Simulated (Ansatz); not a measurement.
# ZnCd5Se6: one candidate of a structure search, part 2 of 2

Aim: relax a trial structure of ZnCd5Se6 and see where it ends.

Ansatz 0.2.0; DFT PBE, scalar-relativistic, plane waves, PAW.

## 4. Relaxation on the finer mesh

The end of the coarse run is made exact in the group found at a tolerance of 0.06 Å and reduced to its primitive cell.

input.yaml reads:

```yaml
crystal:
  lattice:
    - [4.3317182651, 0.0, 0.0]
    - [0.0, 4.3317182651, 0.0]
    - [0.0, 0.0, 18.3295852708]
  atoms:
    - { symbol: Zn, position: [0.0, 0.0, 0.0] }
    - { symbol: Cd, position: [0.0, 0.0, 0.6711546298] }
    - { symbol: Cd, position: [0.5, 0.5, 0.8426538734] }
    - { symbol: Cd, position: [0.5, 0.5, 0.1573461266] }
    - { symbol: Cd, position: [0.0, 0.0, 0.3288453702] }
    - { symbol: Cd, position: [0.5, 0.5, 0.5] }
    - { symbol: Se, position: [0.5, 0.0, 0.7568666034] }
    - { symbol: Se, position: [0.0, 0.5, 0.928925362] }
    - { symbol: Se, position: [0.5, 0.0, 0.071074638] }
    - { symbol: Se, position: [0.0, 0.5, 0.2431333966] }
    - { symbol: Se, position: [0.5, 0.0, 0.4144343014] }
    - { symbol: Se, position: [0.0, 0.5, 0.5855656986] }
basis:
  ecutwfc: 420
kpoints:
  mp_grid: { grid: [8, 8, 2] }
hamiltonian:
  xc: pbe
scf:
  occupations: { method: gaussian, width: 0.02 }
output:
  forces: true
  stress: true
  eigenvalues: true
  write_density: true
  write_potential: true
  elf: true
  volumetric_format: npy
relax:
  adjacent_minimum: "off"
  f_tol: 0.01
  max_steps: 80
  cell: { stress_tol: 0.05 }
```

On the command line:

```bash
> ansatz run input.yaml --threads 1 --pin off --max-ram 2560MiB --backend cpu --events-out ev --progress --plain --runs-dir out
```

The program printed:

```text
Warning: RAYON_NUM_THREADS=1 ignored (pool sized by the plan → 1); use --threads N
Engine: ansatz 0.2.0, x86_64-unknown-linux-gnu
Pseudopotentials: kind: paw
Pseudopotential: Zn, paw, valence charge 12, recommended cutoff 420 eV (normal), Zn.paw.azcp
Pseudopotential: Cd, paw, valence charge 20, recommended cutoff 420 eV (normal), Cd.paw.azcp
Pseudopotential: Se, paw, valence charge 16, recommended cutoff 420 eV (normal), Se.paw.azcp
Functional definition: PBE
  parameter kappa = 0.804
  parameter beta = 0.06672455060314922
  exchange = pbe_x(kappa = kappa, mu = beta*pi^2/3)
  correlation = pbe_c(beta = beta)
Crystal: 12 atoms, lattice volume = 343.932 Å³
Basis set: ecut = 420 eV, 6741 PW (Γ), exchange–correlation on 60×60×250 points (8 copies of the dense FFT grid, shifted against one another)
Bands: 125, of which v1, the nominal top of the filled ones, is band 104 counted from 1 (103 counted from 0)
Symmetry: 8 space group operations
Space group: P-4m2 (ITA 115), of the structure as read, at distance tolerance 7.0e-5 Å
k-points: 30 of 128
Non-local potential: Zn, projectors of the file, l = 0: 2, l = 1: 2, l = 2: 3, l = 3: 1
Non-local potential: Cd, projectors of the file, l = 0: 3, l = 1: 2, l = 2: 2, l = 3: 1
Non-local potential: Se, projectors of the file, l = 0: 2, l = 1: 2, l = 2: 3, l = 3: 1
PAW form: soft (Blöchl's): semilocal exchange-correlation on the pseudo side does not see the compensation charge
PAW one-centre angular grid: Zn, 590 points (default); XC on 64 Gauss nodes
PAW one-centre angular grid: Cd, 590 points (default); XC on 64 Gauss nodes
PAW one-centre angular grid: Se, 590 points (default); XC on 64 Gauss nodes
Initial density: superposition of atomic densities (neutral atoms: chi_scale 0, normalization atom), corrected by the library's trained network
Initial wavefunctions: pseudopotential atomic-orbital guess
Functional: x = pbe(κ = 0.804, μ = 0.2195149727645171), c = pbe(β = 0.06672455060314922)
SCF iter   1: F=—  HF=-77413.420329 eV  |F-HF|=—  |Δ(HF+E_count)|=         —  Δρ=1.06e-3  dr2=8.17e-3  ethr=1.77e-3  ⟨swp⟩=6.0  Hψ=13092  notcnv=0  defer=11
preconditioner: auto → Resta (q_TF=auto, 2.509 Å⁻¹)  ε∞=4.3  [insulator: Δε(μ)=0.535 eV  Ē_g=11.520 eV  σ=0.020 eV  W_gap=1.00  n_scr=94 (ndim 8)  ℏωp=20.8 eV  f_vac=0.206  D(μ)=0.00/eV (n_scr^D=0)  ε∞_Penn≈4.3]
SCF iter   2: F=—  HF=-77413.422201 eV  |F-HF|=—  |Δ(HF+E_count)|=   1.87e-3  Δρ=5.51e-4  dr2=1.99e-3  ethr=3.93e-6  ⟨swp⟩=2.0  Hψ=6100  notcnv=0  defer=422
SCF iter   3: F=—  HF=-77413.422348 eV  |F-HF|=—  |Δ(HF+E_count)|=   1.46e-4  Δρ=2.46e-4  dr2=2.05e-4  ethr=9.57e-7  ⟨swp⟩=2.0  Hψ=5357  notcnv=0  defer=422
SCF iter   4: F=—  HF=-77413.422424 eV  |F-HF|=—  |Δ(HF+E_count)|=   7.67e-5  Δρ=1.29e-4  dr2=6.32e-5  ethr=9.84e-8  ⟨swp⟩=2.1  Hψ=4939  notcnv=0  defer=422
SCF iter   5: F=—  HF=-77413.422154 eV  |F-HF|=—  |Δ(HF+E_count)|=   2.70e-4  Δρ=7.72e-5  dr2=2.21e-5  ethr=3.04e-8  ⟨swp⟩=2.0  Hψ=4256  notcnv=0  defer=422
SCF iter   6: F=—  HF=-77413.422185 eV  |F-HF|=—  |Δ(HF+E_count)|=   3.13e-5  Δρ=2.36e-5  dr2=1.35e-6  ethr=1.06e-8  ⟨swp⟩=2.0  Hψ=4934  notcnv=0  defer=422
SCF iter   7: F=—  HF=-77413.422187 eV  |F-HF|=—  |Δ(HF+E_count)|=   1.49e-6  Δρ=7.46e-6  dr2=1.72e-7  ethr=6.50e-10  ⟨swp⟩=2.0  Hψ=4934  notcnv=0  defer=422
SCF iter   8: F=-77413.422187 eV  HF=-77413.422187 eV  |F-HF|=3.62e-9  |Δ(HF+E_count)|=   4.42e-7  Δρ=2.00e-6  dr2=1.35e-8  ethr=4.81e-11  ⟨swp⟩=13.1  Hψ=25645  notcnv=0
SCF 1 converged in 8 iterations: F = -77413.422187 eV  dr2 = 1.35e-8
relax step   1: F+E_penalty+E_count = -77413.42218708 eV  Δ(F+E_penalty+E_count) = +0.000e0 eV  max|allowed force component| = 2.714e-2 eV/Å  Δτ_max = 0.0000 Å  P = -0.049 GPa  Ω = 343.932 Å³  (8 SCF iters, dr2 threshold 1.00e-7 eV, accepted)
[... 14 lines left out ...]
relax step   2: F+E_penalty+E_count = -77413.42366637 eV  Δ(F+E_penalty+E_count) = -1.479e-3 eV  max|allowed force component| = 2.025e-2 eV/Å  Δτ_max = 0.0077 Å  P = +0.029 GPa  Ω = 343.359 Å³  energy of the carried Pulay correction = +1.274e-4 eV  (7 SCF iters, dr2 threshold 4.60e-8 eV, accepted)
[... 11 lines left out ...]
relax step   3: F+E_penalty+E_count = -77413.42397127 eV  Δ(F+E_penalty+E_count) = -3.049e-4 eV  max|allowed force component| = 2.620e-3 eV/Å  Δτ_max = 0.0042 Å  P = +0.009 GPa  Ω = 343.490 Å³  energy of the carried Pulay correction = +9.822e-5 eV  (6 SCF iters, dr2 threshold 2.56e-8 eV, accepted)
[... 10 lines left out ...]
relax step   4: F+E_penalty+E_count = -77413.42385632 eV  Δ(F+E_penalty+E_count) = +1.150e-4 eV  max|allowed force component| = 2.609e-3 eV/Å  Δτ_max = 0.0000 Å  P = +0.009 GPa  Ω = 343.490 Å³  stress off target by 1.30e-2 GPa  SCF on the basis re-selected at this cell (its energy is not comparable with the rows above)  (7 SCF iters)
basis re-selected at this cell: Δ(F+E_penalty+E_count) = +1.150e-4 eV, ΔP = +0.000 GPa vs the last step (what re-selecting the basis moved, of the pressure what is left beyond the Pulay correction that the steps carried, after the strain that the cell walked since its last selection, with what the two solves' SCF thresholds leave and, on support functions, any second-order correction that the steps lacked; it is no measure of the basis error at this ecutwfc). This SCF's stress stands 1.30e-2 GPa from its target on what of the cell is left free (relax.cell.stress_tol is 5.00e-2 GPa) and its largest allowed force component is 2.61e-3 eV/Å (relax.f_tol is 1.00e-2 eV/Å): within both
SCF converged after 7 iterations
Free energy (F): -77413.423856 eV
Harris-Foulkes:  -77413.423856 eV  (|F-HF|=2.91e-11)
Internal energy: -77413.423856 eV  (E = F + TS)
E sigma→0 (E₀):  -77413.423856 eV
Fermi energy:    6.975916 eV
--- Per-component energies (eV) ---
  E_band       = -4951.715718
  E_kinetic    = 3363.097232
  E_local      = -36951.130464  (includes V_loc(G=0)·N_el)
  E_nonlocal   = -2791.626338
  E_hartree    = 17480.751710
  E_xc         = -1643.451619
  E_vxc        = -1745.478341  (∫ρ·V_xc dr)
  E_paw        = -33714.730510  (= ΣΔE_a)
  E_vpaw       = -1788.077651  (= ΣTr[D̂ρ^β])
  E_aug_tail   = -0.003880  (compensation charges beyond the density's cutoff)
  E_ewald      = -23156.329988
  E_smearing   = -0.000000  (= −TS)
  E_closure    = 0.000000  (closes the sum)
  Σ components = -77413.423856   (vs F -77413.423856, Δ=0.00e0)
--- Forces (eV/Å), atoms counted from 1 ---
  atom   1  Zn     0.00000000    -0.00000000    -0.00000000
  atom   2  Cd     0.00000000    -0.00000000    -0.00031478
  atom   3  Cd     0.00000000    -0.00000000    -0.00199940
  atom   4  Cd     0.00000000    -0.00000000     0.00199940
  atom   5  Cd     0.00000000    -0.00000000     0.00031478
  atom   6  Cd     0.00000000    -0.00000000    -0.00000000
  atom   7  Se    -0.00000000     0.00000000     0.00055819
  atom   8  Se    -0.00000000     0.00000000     0.00260901
  atom   9  Se    -0.00000000     0.00000000    -0.00260901
  atom  10  Se    -0.00000000     0.00000000    -0.00055819
  atom  11  Se    -0.00000000     0.00000000    -0.00046686
  atom  12  Se    -0.00000000     0.00000000     0.00046686
  max |Σ_I F_I| component: 2.52e-16 eV/Å
--- Stress (GPa, compression-positive) ---
        0.007423       0.000000      -0.000000
        0.000000       0.007423       0.000000
       -0.000000       0.000000       0.012997
  P = ⅓ Tr σ = 0.0093 GPa (0.093 kbar)
--- Band table (eV; the first three rows and the last of 30) ---
  k-point 0: bands = ["-94.8577", "-94.8577", "-94.8574", "-94.8574", "-94.8570", "-55.9307", "-55.9307", "-55.9288", "-55.9288", "-55.9287", "-55.9287", "-55.9283", "-55.9283", "-55.9265", "-55.9265", "-55.9211", "-55.9211", "-55.9207", "-55.9207", "-55.9202", "-39.9561", "-39.9561", "-39.9517", "-39.9517", "-39.9494", "-39.9493", "-39.9400", "-39.9400", "-39.9376", "-39.9376", "-39.8772", "-39.8772", "-39.8772", "-39.8772", "-39.8766", "-39.8766", "-39.8762", "-39.8762", "-39.8762", "-39.8762", "-39.8755", "-39.8755", "-39.8715", "-39.8714", "-39.8702", "-39.8702", "-39.8686", "-39.8686", "-39.8674", "-39.8674", "-5.8071", "-5.6022", "-5.5445", "-5.3571", "-5.3111", "-5.1995", "-1.0849", "-1.0782", "-1.0782", "-1.0416", "-1.0416", "-1.0364", "-0.9863", "-0.9863", "-0.9315", "-0.9302", "-0.9302", "-0.9085", "-0.8846", "-0.8846", "-0.8587", "-0.8298", "-0.7837", "-0.7788", "-0.7633", "-0.7555", "-0.7445", "-0.7333", "-0.7248", "-0.7138", "-0.5493", "0.4657", "0.4657", "0.5839", "0.6009", "0.6946", "2.7110", "3.4160", "3.4390", "4.8408", "4.8408", "4.9594", "4.9821", "5.2848", "5.2848", "5.4334", "5.4334", "6.1403", "6.1403", "6.2378", "6.2378", "6.6353", "6.7042", "6.7042", "7.2471", "9.0477", "9.0810", "9.9373", "9.9848", "10.2775", "10.3099", "10.6344", "10.6373", "11.5783", "11.6262", "12.6241", "12.6241", "12.6255", "13.3781", "13.3781", "13.5110", "13.5110", "14.4333", "14.6794", "15.1814"]
[... 3 lines left out ...]
--- Relaxed structure (3 steps of the walk, 3 accepted, 1 SCFs on fresh bases) ---
  F+E_penalty+E_count = -77413.42385632 eV   max|allowed force component| = 2.609e-3 eV/Å   (the final SCF, on the basis selected at the relaxed cell)
  cell:  # Å, volume = 343.4905 Å³
    - [4.315448785925226, -1.934920112289983e-34, -2.107313492837972e-18]
    - [-4.9117202850438014e-34, 4.315448785925226, -4.762880276406111e-34]
    - [-8.917057849880567e-18, -2.015403930222638e-33, 18.44432414251006]
  atoms:
    - { symbol: Zn, position: [-7.008182178649372e-33, 1.3782943539294565e-33, -3.943359534026915e-21] }
    - { symbol: Cd, position: [-2.2691956608020603e-20, -4.4461108191272806e-35, 0.67134783965282] }
    - { symbol: Cd, position: [0.5, 0.5, 0.8426815916628386] }
    - { symbol: Cd, position: [0.5, 0.5, 0.15731840833716135] }
    - { symbol: Cd, position: [2.2691956608016847e-20, -5.779944064865464e-34, 0.3286521603471799] }
    - { symbol: Cd, position: [0.5, 0.5, 0.5] }
    - { symbol: Se, position: [0.5, -4.001499737214552e-34, 0.7570154980530684] }
    - { symbol: Se, position: [2.6896136216294358e-20, 0.5, 0.9286963558102937] }
    - { symbol: Se, position: [0.5, 1.3782943539294565e-33, 0.07130364418970606] }
    - { symbol: Se, position: [1.748726039216089e-20, 0.5, 0.2429845019469316] }
    - { symbol: Se, position: [0.5, -9.336832720167287e-34, 0.4143261958472614] }
    - { symbol: Se, position: [-1.2696694687272724e-20, 0.5, 0.5856738041527385] }
```

Run time: 5 min. Hardware: 1 thread of Intel Xeon 6975P-C (Granite Rapids), shared host; peak memory 1.2 GiB.

The steps of the relaxation:

| step | energy from step 1 (eV/cell) | largest force component (eV/Å) | pressure (GPa) | volume (Å³) |
| --- | --- | --- | --- | --- |
| 1 | 0.0000 | 0.0271 | -0.05 | 343.93 |
| 2 | -0.0015 | 0.0202 | 0.03 | 343.36 |
| 3 | -0.0018 | 0.0026 | 0.01 | 343.49 |
| 4 | -0.0017 | 0.0026 | 0.01 | 343.49 |

Step 1 is the start. Step 4 repeats the geometry before it on a plane-wave basis chosen anew for that cell, so its energy need not be comparable with the rows above.

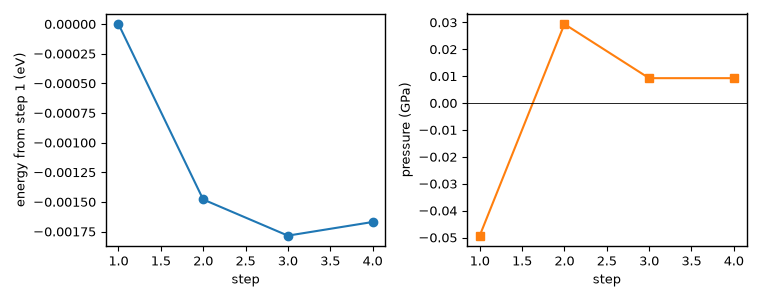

Energy and pressure along the relaxation.

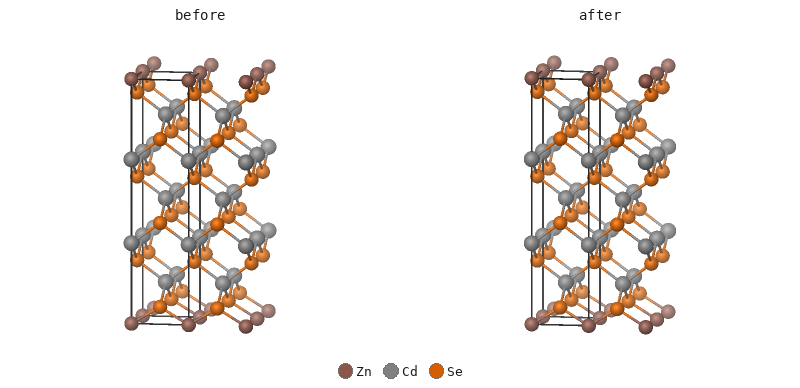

The structure before (left) and after (right) the relaxation, drawn at the same scale.

|  | before | after | change |
| --- | --- | --- | --- |
| a (Å) | 4.332 | 4.315 | -0.4 % |
| b (Å) | 4.332 | 4.315 | -0.4 % |
| c (Å) | 18.330 | 18.444 | +0.6 % |
| volume (Å³/atom) | 28.66 | 28.62 | -0.1 % |
| shortest distance (Å) | 2.527 | 2.527 | 0.0 % |
| space group (0.01 Å) | P-4m2 | P-4m2 | same |

The run keeps the 8 symmetry operations of the start, so it could not have lowered the symmetry.

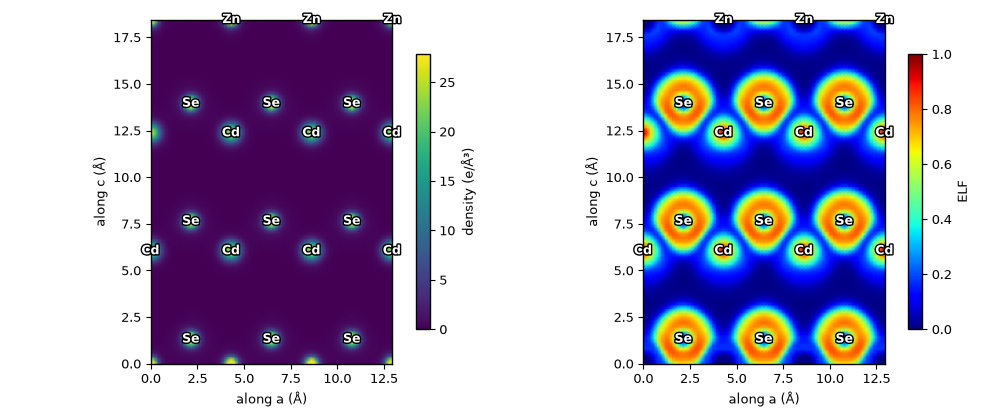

Density (left) and ELF (right) in a lattice plane of the grid's cell (edges 4.32 and 18.44 Å, at 0.000 of the third edge), which holds Zn and Cd and Se. Only atoms in the plane are labelled; the density scale stops at 27.84 e/Å³. Both are smooth fields of the valence electrons: close to the nuclei they are not physical.

Outside the cores ELF peaks at 0.82 in the shell around Se, 0.9 Å from Se.

## 5. Changed: dispersion d3bjatm

input.yaml reads:

```yaml
crystal:
  lattice:
    - [4.3154487859, 0.0, 0.0]
    - [0.0, 4.3154487859, 0.0]
    - [0.0, 0.0, 18.4443241425]
  atoms:
    - { symbol: Zn, position: [0.0, 0.0, 0.0] }
    - { symbol: Cd, position: [0.0, 0.0, 0.6713478397] }
    - { symbol: Cd, position: [0.5, 0.5, 0.8426815917] }
    - { symbol: Cd, position: [0.5, 0.5, 0.1573184083] }
    - { symbol: Cd, position: [0.0, 0.0, 0.3286521603] }
    - { symbol: Cd, position: [0.5, 0.5, 0.5] }
    - { symbol: Se, position: [0.5, 0.0, 0.7570154981] }
    - { symbol: Se, position: [0.0, 0.5, 0.9286963558] }
    - { symbol: Se, position: [0.5, 0.0, 0.0713036442] }
    - { symbol: Se, position: [0.0, 0.5, 0.2429845019] }
    - { symbol: Se, position: [0.5, 0.0, 0.4143261958] }
    - { symbol: Se, position: [0.0, 0.5, 0.5856738042] }
basis:
  ecutwfc: 420
kpoints:
  mp_grid: { grid: [8, 8, 2] }
hamiltonian:
  xc: pbe
  dispersion: d3bjatm
scf:
  occupations: { method: gaussian, width: 0.02 }
output:
  forces: true
  eigenvalues: true
  stress: true
```

On the command line:

```bash
> ansatz run input.yaml --threads 1 --pin off --max-ram 2560MiB --backend cpu --events-out ev --progress --plain --runs-dir out
```

The program printed (excerpt; [...] marks lines left out):

```text
Warning: RAYON_NUM_THREADS=1 ignored (pool sized by the plan → 1); use --threads N
[...]
Pseudopotentials: kind: paw
Pseudopotential: Zn, paw, valence charge 12, recommended cutoff 420 eV (normal), Zn.paw.azcp
Pseudopotential: Cd, paw, valence charge 20, recommended cutoff 420 eV (normal), Cd.paw.azcp
Pseudopotential: Se, paw, valence charge 16, recommended cutoff 420 eV (normal), Se.paw.azcp
Functional definition: PBE
[...]
Crystal: 12 atoms, lattice volume = 343.490 Å³
Basis set: ecut = 420 eV, 6717 PW (Γ), exchange–correlation on 60×60×250 points (8 copies of the dense FFT grid, shifted against one another)
Bands: 125, of which v1, the nominal top of the filled ones, is band 104 counted from 1 (103 counted from 0)
Symmetry: 8 space group operations
Space group: P-4m2 (ITA 115), of the structure as read, at distance tolerance 7.0e-5 Å
k-points: 30 of 128
[...]
SCF iter   8: F=-77416.846642 eV  HF=-77416.846642 eV  |F-HF|=4.19e-9  |Δ(HF+E_count)|=   4.39e-7  Δρ=2.04e-6  dr2=1.44e-8  ethr=4.81e-11  ⟨swp⟩=8.1  Hψ=15081  notcnv=0
[...]
SCF converged after 8 iterations
Free energy (F): -77416.846642 eV
[...]
E sigma→0 (E₀):  -77416.846642 eV
Fermi energy:    6.975936 eV
[...]
--- Forces (eV/Å), atoms counted from 1 ---
  atom   1  Zn     0.00000000     0.00000000    -0.00000000
  atom   2  Cd     0.00000000     0.00000000     0.00011762
  atom   3  Cd     0.00000000     0.00000000     0.00395755
  atom   4  Cd     0.00000000    -0.00000000    -0.00395755
  atom   5  Cd     0.00000000     0.00000000    -0.00011762
  atom   6  Cd     0.00000000    -0.00000000    -0.00000000
  atom   7  Se    -0.00000000     0.00000000     0.00292391
  atom   8  Se    -0.00000000     0.00000000     0.00872284
[...]
--- Stress (GPa, compression-positive) ---
       -1.754404       0.000000       0.000000
        0.000000      -1.754404       0.000000
        0.000000       0.000000      -1.744610
  P = ⅓ Tr σ = -1.7511 GPa (-17.511 kbar)
--- Band table (eV; the first three rows and the last of 30) ---
[...]
```

Wall time 57 s (1 thread of Intel Xeon 6975P-C (Granite Rapids), shared host); peak memory 1.2 GiB.

```
    run     ending                                     energy change  pressure (GPa)  gap (eV)  force (eV/Å)  cycles   time
 step 4  converged                                                 0             0.0      0.54          0.00       -  5 min
variant  converged  -285.2 meV/atom (offset of the dispersion model)            -1.8      0.54          0.01       8   57 s
```

Changing the dispersion term moves the energy by -285.2 meV/atom, and the pressure goes from 0.0 to -1.8 GPa. The dispersion term adds attraction between atoms and pulls the pressure down.

## 6. Outcome

This closing draws on all 2 parts. Changes of volume or cell count from the first structure of part 1.

```
                              quantity                                                                       value
symmetry at the end (tolerance 0.02 Å)                                                 space group P-4m2 (No. 115)
                     conventional cell  a = 4.315 Å, b = 4.315 Å, c = 18.444 Å, α = 90.00°, β = 90.00°, γ = 90.00°
                                volume                                                               28.62 Å³/atom
              energy over the elements                                                               -0.64 eV/atom
                       gap on the mesh                                                                     0.54 eV
```

The space group P-4m2 (No. 115) is kept, and the volume per atom grows by 12.9 % from the first guess. It lies below the elements, which doesn't yet make it stable: competing phases were not computed in this session. No finished test with a distortion of lower symmetry is shown, so the end may be a saddle point.
